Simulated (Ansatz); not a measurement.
Geometry relaxation of CH10N2OSi2 (part 2 of 3)

Continued. System: CH10N2OSi2. Method: RKS PBE0/6-31G (Ansatz 0.2.0). It belongs to a series of runs on one base structure; here: start relaxed.

Geometry of the input (Å):
```
N  2.8560  -1.4797  1.3309
C  1.4287  -1.0081  1.4730
O  0.9832  -0.4488  0.2346
Si -0.4622  0.1358  0.1506
N  -0.7795  0.4351  -1.4979
Si -2.2647  1.2313  -1.7041
H  3.3607  -0.6239  0.9958
H  2.8632  -2.0632  0.5234
H  0.8222  -1.8554  1.7882
H  1.3833  -0.2631  2.3048
H  -1.4943  -0.9003  0.6585
H  -0.6013  1.3823  0.9569
H  -0.0780  1.0583  -1.8312
H  -3.3988  0.3797  -1.1899
H  -2.4154  1.4358  -3.1503
H  -2.2258  2.5616  -0.9989
```

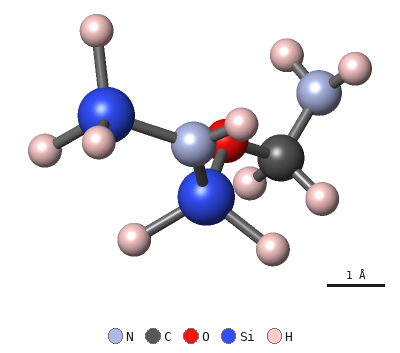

The geometry at step 14 of the log (ball-and-stick view, seen at a tilt).

Trajectory as extended XYZ, continued:
```
16
Properties=species:S:1:pos:R:3:forces:R:3 step=6 energy=-21964.89161
N     2.9516   -1.4719    1.1855    0.0286  -0.0220  -0.0243
C     1.6192   -1.1236    1.4847   -0.0084  -0.0602   0.1681
O     0.8626   -0.7067    0.3052   -0.0606   0.0545  -0.1368
Si   -0.6123    0.1909    0.4098    0.0060  -0.0228  -0.1204
N    -0.8774    0.9269   -1.1677   -0.0138   0.0681  -0.0445
Si   -2.4235    1.3608   -1.9362    0.0216  -0.0537   0.0459
H     3.5649   -0.7145    0.9264    0.0051  -0.0069  -0.0335
H     3.0847   -2.3090    0.6385   -0.0121   0.0274  -0.0116
H     1.1043   -1.9886    1.9184    0.0504  -0.0049   0.0245
H     1.6153   -0.3062    2.2183   -0.0105   0.0008   0.0098
H    -1.8171   -0.6624    0.7072   -0.0459   0.0459   0.0194
H    -0.4069    1.1821    1.5354   -0.0152   0.0058   0.0426
H    -0.0400    1.1618   -1.6875    0.0477   0.0033   0.0393
H    -3.4824    0.4245   -1.4249   -0.0044   0.0047  -0.0003
H    -2.2972    1.2405   -3.4312    0.0203  -0.0260   0.0152
H    -2.8685    2.7730   -1.6376   -0.0087  -0.0140   0.0065
16
Properties=species:S:1:pos:R:3:forces:R:3 step=7 energy=-21964.90197
N     2.9423   -1.4704    1.1116   -0.0396  -0.1023  -0.0023
C     1.6187   -1.1420    1.4704   -0.0146  -0.0517   0.1617
O     0.7886   -0.7643    0.3181   -0.1423   0.1022   0.0913
Si   -0.6357    0.2219    0.4691    0.0113  -0.0757   0.0024
N    -0.8702    1.0225   -1.0828   -0.2604   0.0027  -0.0666
Si   -2.4008    1.3322   -1.9629    0.1601   0.0554   0.0226
H     3.5382   -0.7144    0.8132   -0.0211  -0.0053  -0.0494
H     3.0739   -2.3314    0.6015   -0.0118   0.0978  -0.0094
H     1.1475   -2.0095    1.9535    0.0626   0.0875  -0.0824
H     1.6353   -0.3094    2.1893   -0.0330  -0.0229  -0.0524
H    -1.9105   -0.5415    0.7523    0.0956   0.0556  -0.0448
H    -0.3610    1.1470    1.6476    0.0127  -0.0512  -0.1233
H    -0.0195    1.2996   -1.5574    0.0330   0.0641  -0.0089
H    -3.4498    0.3709   -1.4762    0.0589  -0.0186   0.0216
H    -2.1684    1.1295   -3.4480   -0.0307   0.0562   0.1929
H    -2.9513    2.7367   -1.7549    0.1192  -0.1939  -0.0530
16
Properties=species:S:1:pos:R:3:forces:R:3 step=8 energy=-21964.91333
N     2.9322   -1.4766    1.1119   -0.0220  -0.0420   0.0334
C     1.6114   -1.1452    1.4805   -0.0231  -0.0261   0.0146
O     0.7881   -0.7546    0.3249   -0.0944   0.0442   0.1539
Si   -0.6327    0.2334    0.4654    0.0851  -0.0563  -0.0444
N    -0.8578    1.0307   -1.0884   -0.2280  -0.0177   0.0066
Si   -2.3957    1.3156   -1.9538    0.1686   0.0776  -0.0332
H     3.5209   -0.7174    0.8062   -0.0102   0.0153  -0.0323
H     3.0466   -2.3221    0.5743   -0.0063   0.0225  -0.0180
H     1.1378   -2.0159    1.9529    0.0360   0.0761  -0.0581
H     1.6298   -0.3170    2.2036   -0.0159  -0.0309  -0.0371
H    -1.9055   -0.5341    0.7345    0.0619   0.0667  -0.0093
H    -0.3540    1.1700    1.6312   -0.0174  -0.0561  -0.0746
H    -0.0106    1.3308   -1.5542    0.0297   0.0569  -0.0117
H    -3.4127    0.3291   -1.4499    0.0280   0.0280  -0.0002
H    -2.1751    1.1342   -3.4380   -0.0233  -0.0133   0.1022
H    -2.9455    2.7166   -1.7566    0.0312  -0.1448   0.0082
16
Properties=species:S:1:pos:R:3:forces:R:3 step=9 energy=-21964.93144
N     2.9177   -1.4924    1.0827    0.0217  -0.0086  -0.0058
C     1.6062   -1.1686    1.4897   -0.0591   0.0214  -0.0189
O     0.7489   -0.7832    0.3606   -0.0533  -0.0052   0.0321
Si   -0.6252    0.2623    0.4770    0.0212  -0.0586   0.0711
N    -0.8529    1.0867   -1.0574    0.0102   0.1151  -0.0692
Si   -2.3715    1.2794   -1.9698   -0.0040  -0.0037   0.0158
H     3.4830   -0.7267    0.7474   -0.0083  -0.0009  -0.0108
H     3.0125   -2.3311    0.5299   -0.0025   0.0075  -0.0084
H     1.1511   -2.0412    1.9697    0.0015   0.0103  -0.0105
H     1.6374   -0.3421    2.2119    0.0029  -0.0016   0.0043
H    -1.9268   -0.4495    0.7413    0.0510   0.0138  -0.0067
H    -0.3097    1.1898    1.6365    0.0009  -0.0125  -0.0403
H    -0.0289    1.5112   -1.4698   -0.0208  -0.0248   0.0431
H    -3.3489    0.2614   -1.4551    0.0127   0.0125  -0.0084
H    -2.1299    1.0692   -3.4418    0.0095  -0.0118   0.0154
H    -2.9856    2.6522   -1.8085    0.0163  -0.0530  -0.0031
16
Properties=species:S:1:pos:R:3:forces:R:3 step=10 energy=-21964.94350
N     2.8948   -1.5015    1.0327   -0.0023   0.0188  -0.0221
C     1.5936   -1.1876    1.4849   -0.0445   0.0229  -0.0386
O     0.6912   -0.8131    0.3893   -0.0181  -0.0184   0.0170
Si   -0.6281    0.2978    0.5147    0.0634  -0.0159   0.0517
N    -0.8529    1.1695   -0.9935    0.0298   0.1352  -0.2130
Si   -2.3412    1.2377   -1.9833    0.0917   0.0711   0.0513
H     3.4369   -0.7306    0.6692   -0.0222  -0.0168   0.0104
H     2.9730   -2.3380    0.4735   -0.0042   0.0023  -0.0015
H     1.1617   -2.0625    1.9795    0.0086  -0.0136   0.0013
H     1.6426   -0.3615    2.2062    0.0120   0.0101   0.0071
H    -1.9491   -0.3737    0.7691    0.0277   0.0065   0.0276
H    -0.2498    1.2086    1.6672   -0.0283  -0.0184  -0.0234
H    -0.0472    1.6723   -1.3612   -0.1812  -0.1024   0.1066
H    -3.2864    0.1899   -1.4715    0.0249   0.0003   0.0067
H    -2.0354    0.9855   -3.4379    0.0113  -0.0069   0.0306
H    -3.0265    2.5844   -1.8945    0.0316  -0.0746  -0.0117
16
Properties=species:S:1:pos:R:3:forces:R:3 step=11 energy=-21964.94921
N     2.8661   -1.5113    0.9788   -0.0065   0.0385  -0.0533
C     1.5774   -1.2048    1.4769   -0.0025   0.0171  -0.0801
O     0.6354   -0.8367    0.4133   -0.0224   0.0270   0.0547
Si   -0.6294    0.3362    0.5496    0.0619  -0.0306   0.0563
N    -0.8527    1.2427   -0.9398    0.1169   0.2913  -0.2957
Si   -2.3027    1.1996   -1.9983    0.1959   0.0499   0.1191
H     3.3852   -0.7352    0.5905   -0.0397  -0.0330   0.0405
H     2.9231   -2.3414    0.4060   -0.0136   0.0060   0.0272
H     1.1683   -2.0832    1.9840    0.0056  -0.0098  -0.0010
H     1.6474   -0.3793    2.1976    0.0118   0.0010   0.0004
H    -1.9615   -0.2973    0.8261   -0.0036  -0.0176  -0.0119
H    -0.2147    1.2311    1.6998    0.0210   0.0019  -0.0340
H    -0.0734    1.8308   -1.2520   -0.4110  -0.2977   0.1562
H    -3.2007    0.1140   -1.4770    0.0226   0.0342  -0.0052
H    -1.9304    0.9006   -3.4296   -0.0030   0.0229   0.0409
H    -3.0603    2.5117   -1.9815    0.0665  -0.1012  -0.0141
16
Properties=species:S:1:pos:R:3:forces:R:3 step=12 energy=-21964.95544
N     2.8549   -1.5117    0.9551   -0.0154   0.0269  -0.0349
C     1.5725   -1.2027    1.4671    0.0055   0.0009  -0.0638
O     0.6202   -0.8296    0.4148   -0.0151   0.0097   0.0767
Si   -0.6394    0.3462    0.5732    0.0584  -0.0055  -0.0020
N    -0.8665    1.2648   -0.9091    0.0843   0.1306  -0.2269
Si   -2.2842    1.1839   -2.0018    0.1208   0.1041   0.1102
H     3.3731   -0.7369    0.5641   -0.0321  -0.0290   0.0280
H     2.9053   -2.3433    0.3842   -0.0073   0.0081   0.0155
H     1.1668   -2.0815    1.9774    0.0094   0.0056  -0.0077
H     1.6540   -0.3790    2.1890    0.0010  -0.0020  -0.0047
H    -1.9723   -0.2890    0.8496    0.0243   0.0071   0.0068
H    -0.1997    1.2385    1.7160   -0.0143  -0.0104  -0.0217
H    -0.0882    1.8507   -1.2147   -0.2846  -0.1734   0.1168
H    -3.1869    0.1048   -1.4787    0.0225  -0.0046  -0.0187
H    -1.8767    0.8768   -3.4219   -0.0058  -0.0046   0.0475
H    -3.0555    2.4853   -2.0197    0.0485  -0.0635  -0.0211
16
Properties=species:S:1:pos:R:3:forces:R:3 step=13 energy=-21964.96327
N     2.8337   -1.5174    0.9080   -0.0304   0.0015   0.0108
C     1.5665   -1.2020    1.4527    0.0256  -0.0148  -0.0448
O     0.5911   -0.8233    0.4256   -0.0156  -0.0045   0.1025
Si   -0.6523    0.3642    0.6120    0.0274  -0.0109  -0.0879
N    -0.8883    1.2936   -0.8631    0.0006   0.0638   0.0149
Si   -2.2533    1.1622   -2.0035    0.0761   0.0011  -0.0609
H     3.3471   -0.7455    0.5074   -0.0107  -0.0113  -0.0001
H     2.8672   -2.3514    0.3401   -0.0001   0.0126   0.0004
H     1.1702   -2.0798    1.9730    0.0094   0.0205  -0.0116
H     1.6722   -0.3792    2.1732   -0.0084  -0.0130  -0.0128
H    -1.9855   -0.2658    0.9018    0.0436   0.0133   0.0157
H    -0.1821    1.2577    1.7400   -0.0276  -0.0084  -0.0072
H    -0.1397    1.9274   -1.1243   -0.0717  -0.0386   0.0190
H    -3.1503    0.0714   -1.5002   -0.0176   0.0051   0.0208
H    -1.7832    0.8164   -3.3950   -0.0108   0.0066   0.0242
H    -3.0360    2.4490   -2.1032    0.0102  -0.0231   0.0170
16
Properties=species:S:1:pos:R:3:forces:R:3 step=14 energy=-21964.96873
N     2.8046   -1.5271    0.8414   -0.0726  -0.0084   0.0502
C     1.5603   -1.2046    1.4352    0.0589  -0.0054  -0.0347
O     0.5471   -0.8222    0.4480   -0.0192   0.0119   0.0972
Si   -0.6671    0.3911    0.6571   -0.0179  -0.0204  -0.0405
N    -0.9189    1.3492   -0.7975    0.1102   0.1169  -0.0333
Si   -2.1990    1.1235   -2.0208    0.0304   0.0447  -0.0299
H     3.3061   -0.7584    0.4214   -0.0005   0.0020  -0.0146
H     2.8122   -2.3626    0.2747    0.0007   0.0183  -0.0016
H     1.1805   -2.0798    1.9722    0.0097   0.0229  -0.0230
H     1.6986   -0.3819    2.1516   -0.0110  -0.0276  -0.0338
H    -1.9966   -0.2271    0.9785    0.0194  -0.0194  -0.0227
H    -0.1781    1.2791    1.7790    0.0169   0.0115  -0.0144
H    -0.2093    2.0497   -1.0003   -0.1581  -0.1119   0.0115
H    -3.1022    0.0398   -1.5137    0.0045  -0.0293   0.0077
H    -1.6479    0.7264   -3.3728   -0.0310   0.0275   0.0895
H    -3.0131    2.3824   -2.2098    0.0595  -0.0334  -0.0075
16
Properties=species:S:1:pos:R:3:forces:R:3 step=15 energy=-21964.97127
N     2.7896   -1.5308    0.8078   -0.0695   0.0048   0.0506
C     1.5596   -1.2027    1.4284    0.0490   0.0051  -0.0437
O     0.5240   -0.8230    0.4640   -0.0088   0.0082   0.0894
Si   -0.6788    0.4002    0.6795    0.0243  -0.0251  -0.0497
N    -0.9356    1.3732   -0.7642    0.0886   0.1372  -0.0682
Si   -2.1766    1.1061   -2.0228    0.1067   0.0822  -0.0155
H     3.2827   -0.7653    0.3720   -0.0076  -0.0034  -0.0082
H     2.7820   -2.3687    0.2447   -0.0010   0.0141  -0.0020
H     1.1899   -2.0745    1.9775    0.0119   0.0162  -0.0206
H     1.7153   -0.3774    2.1380   -0.0076  -0.0256  -0.0343
H    -2.0037   -0.2262    0.9990    0.0036  -0.0074  -0.0050
H    -0.1759    1.2908    1.7928   -0.0021   0.0019   0.0002
H    -0.2520    2.1081   -0.9375   -0.1885  -0.1577   0.0038
H    -3.0793    0.0208   -1.5156   -0.0063   0.0035  -0.0005
H    -1.5842    0.6832   -3.3493   -0.0354   0.0163   0.0849
H    -2.9796    2.3634   -2.2698    0.0425  -0.0702   0.0189
16
Properties=species:S:1:pos:R:3:forces:R:3 step=16 energy=-21964.97403
N     2.7818   -1.5308    0.7880   -0.0427   0.0165   0.0243
C     1.5630   -1.1980    1.4269    0.0267   0.0102  -0.0453
O     0.5087   -0.8305    0.4783   -0.0079   0.0130   0.0752
Si   -0.6884    0.3987    0.6882    0.0451  -0.0330  -0.0302
N    -0.9398    1.3822   -0.7490   -0.0017   0.0565  -0.0300
Si   -2.1583    1.1017   -2.0243    0.0676   0.0445   0.0055
H     3.2647   -0.7690    0.3333   -0.0149  -0.0108   0.0046
H     2.7638   -2.3732    0.2319   -0.0015   0.0063   0.0007
H     1.2044   -2.0647    1.9907    0.0124   0.0128  -0.0142
H     1.7296   -0.3652    2.1246   -0.0066  -0.0193  -0.0233
H    -2.0122   -0.2342    0.9970   -0.0018   0.0011  -0.0017
H    -0.1889    1.2886    1.8041   -0.0063  -0.0041  -0.0009
H    -0.2774    2.1360   -0.9022   -0.0754  -0.0679  -0.0123
H    -3.0720    0.0258   -1.5150   -0.0062   0.0073  -0.0051
H    -1.5491    0.6521   -3.3319   -0.0285   0.0238   0.0471
H    -2.9528    2.3579   -2.2961    0.0417  -0.0570   0.0056
16
Properties=species:S:1:pos:R:3:forces:R:3 step=17 energy=-21964.97718
N     2.7654   -1.5225    0.7417   -0.0089   0.0330  -0.0447
C     1.5720   -1.1852    1.4245   -0.0018   0.0113  -0.0367
O     0.4711   -0.8538    0.5154    0.0165   0.0031   0.0731
Si   -0.7123    0.3886    0.7134    0.0391  -0.0163   0.0241
N    -0.9517    1.3929   -0.7118   -0.0174  -0.0452   0.0050
Si   -2.1205    1.0892   -2.0222   -0.0364   0.0517  -0.0511
H     3.2186   -0.7680    0.2431   -0.0447  -0.0469   0.0487
H     2.7285   -2.3774    0.2049    0.0017   0.0147   0.0181
H     1.2462   -2.0414    2.0245    0.0240   0.0356  -0.0319
H     1.7601   -0.3335    2.0930   -0.0165  -0.0203  -0.0204
H    -2.0385   -0.2478    1.0019    0.0004   0.0056  -0.0045
H    -0.2207    1.2741    1.8363   -0.0033  -0.0109  -0.0037
H    -0.3113    2.1666   -0.8391    0.0121   0.0150  -0.0044
H    -3.0714    0.0400   -1.5216    0.0151   0.0190  -0.0128
H    -1.4806    0.6056   -3.2992    0.0102  -0.0227   0.0132
H    -2.8777    2.3499   -2.3606    0.0098  -0.0266   0.0279
16
Properties=species:S:1:pos:R:3:forces:R:3 step=18 energy=-21964.97804
N     2.7369   -1.5024    0.6672   -0.0212   0.1027  -0.1532
C     1.5846   -1.1638    1.4217   -0.0304  -0.0006  -0.0576
O     0.4065   -0.8987    0.5803    0.1638  -0.0508   0.1821
Si   -0.7519    0.3680    0.7556    0.0124   0.0290  -0.0063
N    -0.9595    1.3964   -0.6607   -0.0517  -0.0260  -0.0597
Si   -2.0641    1.0791   -2.0281   -0.0112  -0.0016   0.0349
H     3.1368   -0.7583    0.1013   -0.1496  -0.1900   0.1980
H     2.6770   -2.3789    0.1649    0.0140   0.0718   0.0533
H     1.3204   -2.0034    2.0806    0.0662   0.1452  -0.1515
H     1.8009   -0.2800    2.0414   -0.0641  -0.0709  -0.0688
H    -2.0869   -0.2635    1.0098    0.0158   0.0068   0.0007
H    -0.2662    1.2469    1.8858   -0.0108  -0.0095  -0.0001
H    -0.3454    2.1977   -0.7451    0.0061  -0.0257   0.0072
H    -3.0664    0.0672   -1.5445    0.0281   0.0414  -0.0242
H    -1.3740    0.5212   -3.2503   -0.0132   0.0337   0.0283
H    -2.7714    2.3500   -2.4356    0.0457  -0.0555   0.0171
16
Properties=species:S:1:pos:R:3:forces:R:3 step=19 energy=-21964.98242
N     2.7344   -1.4953    0.6680   -0.0289   0.0579  -0.0716
C     1.5833   -1.1605    1.4231   -0.0266  -0.0080  -0.0527
O     0.4030   -0.9081    0.5875    0.0725  -0.0240   0.1300
Si   -0.7525    0.3626    0.7563    0.0127   0.0038  -0.0147
N    -0.9503    1.3806   -0.6679   -0.0100   0.0165  -0.0361
Si   -2.0675    1.0786   -2.0273    0.0256   0.0431   0.0060
H     3.1243   -0.7519    0.1011   -0.0590  -0.0804   0.0878
H     2.6819   -2.3744    0.1719    0.0080   0.0345   0.0327
H     1.3291   -1.9980    2.0833    0.0342   0.0752  -0.0690
H     1.7910   -0.2724    2.0373   -0.0197  -0.0474  -0.0324
H    -2.0900   -0.2610    1.0149    0.0101   0.0029  -0.0076
H    -0.2674    1.2427    1.8854    0.0011  -0.0054  -0.0024
H    -0.3172    2.1675   -0.7617   -0.0391  -0.0559   0.0021
H    -3.0703    0.0672   -1.5496    0.0208   0.0142  -0.0155
H    -1.3823    0.5446   -3.2628   -0.0221   0.0081   0.0345
H    -2.7721    2.3554   -2.4151    0.0204  -0.0351   0.0091
16
Properties=species:S:1:pos:R:3:forces:R:3 step=20 energy=-21964.98751
N     2.7149   -1.4704    0.6367   -0.0386   0.0282  -0.0127
C     1.5843   -1.1500    1.4270   -0.0176  -0.0091  -0.0649
O     0.3659   -0.9472    0.6369    0.0171  -0.0097   0.1216
Si   -0.7704    0.3452    0.7741    0.0395  -0.0357  -0.0421
N    -0.9334    1.3543   -0.6609    0.0100   0.0827  -0.0243
Si   -2.0489    1.0811   -2.0264    0.0573  -0.0005  -0.0209
H     3.0646   -0.7294    0.0449   -0.0070  -0.0239   0.0194
H     2.6705   -2.3615    0.1633    0.0099   0.0160   0.0091
H     1.3788   -1.9790    2.1107    0.0057   0.0256  -0.0255
H     1.7902   -0.2456    2.0153   -0.0019  -0.0170  -0.0039
H    -2.1172   -0.2616    1.0177    0.0073   0.0046  -0.0028
H    -0.2814    1.2281    1.8990   -0.0065   0.0003   0.0012
H    -0.2819    2.1272   -0.7514   -0.0572  -0.0661  -0.0005
H    -3.0616    0.0743   -1.5662   -0.0172   0.0131   0.0080
H    -1.3665    0.5434   -3.2606   -0.0017   0.0098   0.0166
H    -2.7307    2.3684   -2.4157    0.0011  -0.0184   0.0217
16
Properties=species:S:1:pos:R:3:forces:R:3 step=21 energy=-21964.99375
N     2.6671   -1.4149    0.5588   -0.1583   0.1005  -0.0016
C     1.5870   -1.1324    1.4367   -0.0362  -0.0940  -0.0972
O     0.2780   -1.0365    0.7602    0.2026   0.0636   0.2477
Si   -0.8064    0.3123    0.8108    0.0517  -0.0930  -0.0617
N    -0.8989    1.3058   -0.6451    0.0940   0.0518   0.0385
Si   -1.9916    1.0695   -2.0333   -0.0475   0.0299   0.0474
H     2.9297   -0.6754   -0.0841   -0.0697  -0.1739   0.1306
H     2.6395   -2.3287    0.1281    0.0324   0.0654  -0.0254
H     1.4919   -1.9475    2.1680   -0.0017   0.1551  -0.1923
H     1.7935   -0.1964    1.9744   -0.0632  -0.0274  -0.0218
H    -2.1745   -0.2532    1.0245    0.0167  -0.0070  -0.0110
H    -0.3217    1.2054    1.9290    0.0020   0.0095  -0.0101
H    -0.2220    2.0578   -0.7240   -0.0557  -0.0464   0.0014
H    -3.0544    0.1075   -1.5897    0.0221  -0.0364  -0.0214
H    -1.2996    0.5286   -3.2589   -0.0095  -0.0139   0.0051
H    -2.6402    2.3755   -2.4110    0.0203   0.0162  -0.0283
16
Properties=species:S:1:pos:R:3:forces:R:3 step=22 energy=-21964.99977
N     2.6385   -1.3900    0.5276   -0.1342   0.0944   0.0256
C     1.5847   -1.1257    1.4416   -0.0527  -0.1091  -0.1125
O     0.2507   -1.0635    0.8148    0.1407   0.1010   0.2191
Si   -0.8149    0.3018    0.8275    0.0666  -0.1085  -0.0826
N    -0.8733    1.2807   -0.6406    0.0429   0.0922   0.0525
Si   -1.9747    1.0693   -2.0257    0.0330  -0.0538  -0.0347
H     2.8646   -0.6482   -0.1246   -0.0424  -0.1375   0.0957
H     2.6158   -2.3053    0.1008    0.0256   0.0538  -0.0247
H     1.5302   -1.9399    2.1757   -0.0015   0.1317  -0.1442
H     1.7862   -0.1824    1.9679   -0.0321  -0.0352  -0.0103
H    -2.1912   -0.2483    1.0265    0.0229  -0.0035  -0.0057
H    -0.3314    1.2057    1.9372   -0.0017   0.0042  -0.0006
H    -0.1867    2.0244   -0.7170   -0.0571  -0.0556  -0.0027
H    -3.0298    0.0891   -1.6037   -0.0160   0.0312   0.0176
H    -1.2896    0.5251   -3.2533    0.0179   0.0025  -0.0133
H    -2.6017    2.3847   -2.4102   -0.0119  -0.0076   0.0208
```
